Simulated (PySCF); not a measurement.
```xyz
23
charge 0, multiplicity 1
Si    2.9578   -0.2432    0.7267
C     1.8560   -0.5508   -0.8041
C     0.6591    0.3170   -0.7689
C    -0.5660    0.1199   -0.2394
C    -1.1097   -1.0517    0.4531
C    -2.5770   -1.3620    0.3259
C    -2.0399   -0.8425    1.6191
Si   -1.2051    1.8276   -0.7123
C     0.6162    1.7227   -1.3214
H     3.3821    1.1576    0.7558
H     4.1374   -1.1081    0.6340
H     2.1927   -0.5561    1.9339
H     1.5633   -1.6023   -0.8260
H     2.4311   -0.3472   -1.7093
H    -0.4340   -1.8986    0.5186
H    -2.8811   -2.3965    0.2704
H    -3.1731   -0.6941   -0.2778
H    -2.2721    0.1762    1.8903
H    -1.9704   -1.5168    2.4596
H    -2.2288    1.9289   -1.7538
H    -1.4726    2.7944    0.3543
H     0.7890    1.7662   -2.3970
H     1.3400    2.3863   -0.8487
```

What structure does this define?

The molecule is C7H14Si2. SMILES: `[SiH3]CC1=C(C2CC2)[SiH2]C1`. Independent rings (smallest set): 1 of 3 members, 1 of 4 members. Among its groups: alkene, Si–H bond. The point group is C1. Coordination, clear cases only: 1 Si tetrahedral; 1 C tetrahedral; 1 C trigonal planar.

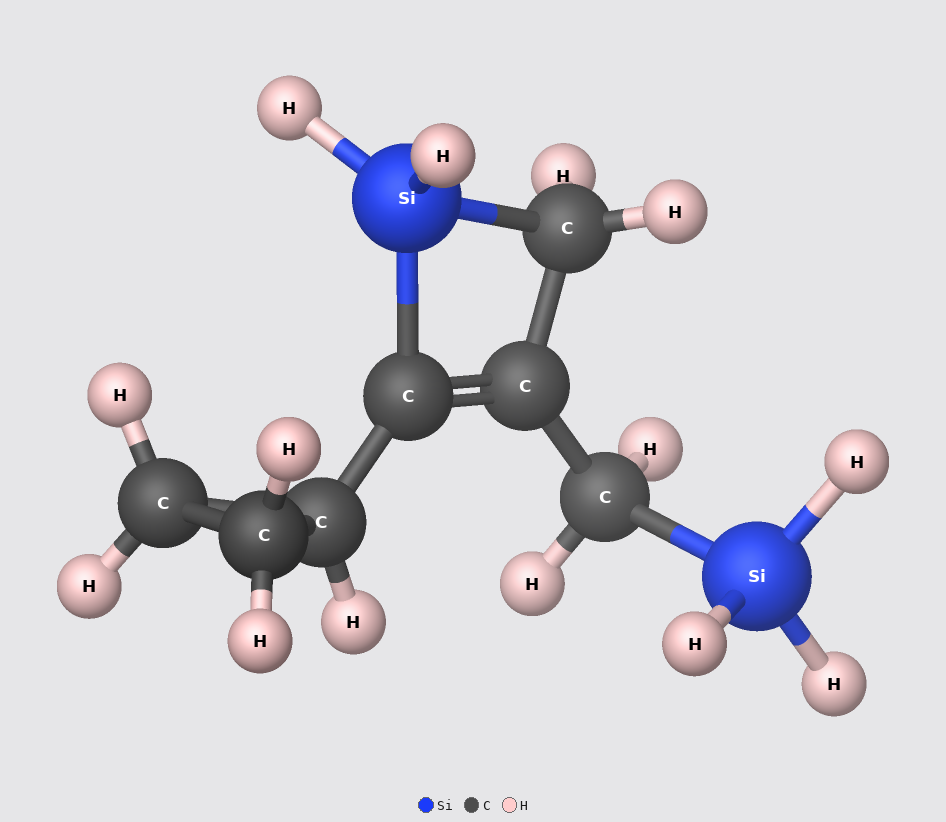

Simulated data, not a measurement (program: PySCF).
